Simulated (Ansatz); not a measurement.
Take CsPbCl3 in the cubic perovskite structure (space group Pm-3m, No. 221; a = 5.619 Å) as the base.

Now apply this change: the cell is scaled by 0.9877 in all directions; the atoms relax in the strained cell.

Level of theory: Kohn–Sham DFT with the PBEsol functional, run in Ansatz (a program for electronic structure) with PAW and 420 eV plane waves, spin-orbit coupling left out.

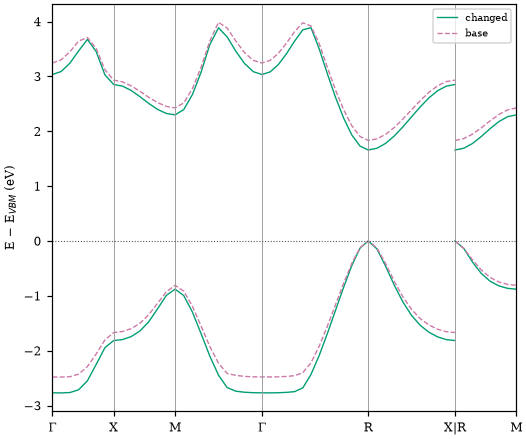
Figure. Highest valence and lowest conduction band along the path, each from its own valence-band maximum

From the figure, how large is the changed gap, and is it direct?

About 1.7 eV, direct at R.

Spin-orbit coupling, missing from the scalar runs, can matter with Pb. Stability against distortions was not tested. Many cubic perovskites are stable only at high temperature; tilts and polar distortions were not tested. This is not the structure that CsPbCl3 has at room temperature and ambient pressure.
